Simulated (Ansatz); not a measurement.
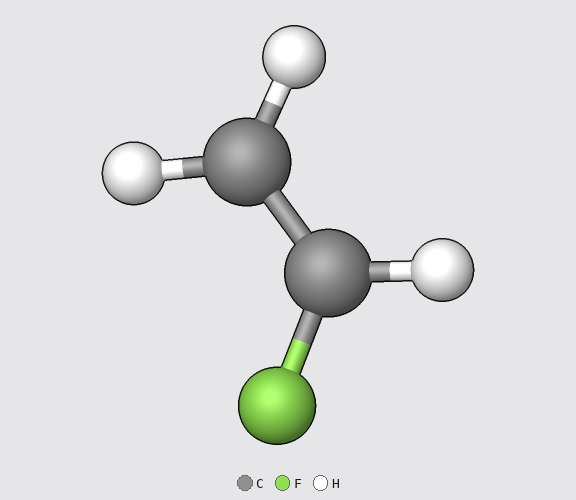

The structure as it stands in the input.

Ansatz 0.2.0 input:

```yaml
crystal:
  periodic: [false, false, false]
  atoms:
    - {symbol: C, position_ang: [-0.123259, 0.761051, -0.557452]}
    - {symbol: F, position_ang: [0.560130, 0.784353, -1.705413]}
    - {symbol: H, position_ang: [-1.171998, 0.994293, -0.704698]}
    - {symbol: C, position_ang: [0.447041, 0.482935, 0.596048]}
    - {symbol: H, position_ang: [1.503610, 0.258954, 0.666070]}
    - {symbol: H, position_ang: [-0.153745, 0.478062, 1.494615]}
basis:
  gaussian: {orbitals: def2-TZVPP}
hamiltonian: {xc: {name: B3LYP}, dispersion: d4}
```

Command:

```sh
ansatz run in.yaml --threads 2 --pin off --events-out ev --progress --plain --max-ram 4352MiB
```

What the program printed:

```
Functional definition: B3LYP
  name "B3LYP"
  cite "Stephens, Devlin, Chabalowski & Frisch, J. Phys. Chem. 98, 11623 (1994) doi:10.1021/j100096a001"
  cite "Becke, Phys. Rev. A 38, 3098 (1988) doi:10.1103/PhysRevA.38.3098"
  cite "Lee, Yang & Parr, Phys. Rev. B 37, 785 (1988) doi:10.1103/PhysRevB.37.785"
  cite "Vosko, Wilk & Nusair, Can. J. Phys. 58, 1200 (1980) doi:10.1139/p80-159"
  parameter a0 = 0.2
  parameter ax = 0.72
  parameter ac = 0.81
  exchange = (1 - a0 - ax)*slater_x + ax*b88_x + a0*exact_x
  correlation = (1 - ac)*vwn_rpa_c + ac*lyp_c
693 factors; their error is unknown
mean field evaluation 1: about -4835.9022 eV, gradient 4.9e1 eV
mean field evaluation 2: about -4833.8900 eV, gradient 5.2e1 eV
mean field evaluation 4: about -4841.0658 eV, gradient 3.8e0 eV
mean field evaluation 8: about -4841.0899 eV, gradient 5.0e-2 eV
mean field evaluation 16: about -4841.0943 eV, gradient 1.5e-5 eV
mean field -4841.09426610 eV, -177.9069328675 hartree, gradient 1.5e-5 eV, S^2 0.000000; 0 other end points of the search recorded, 0 dependent functions left out
reference -4841.09445868 eV, -177.9069399449 hartree; 12, 12 occupied and 123, 123 virtual orbitals, 693 factors
Total energy: -4841.18951638 eV, -177.9104332508 hartree
```
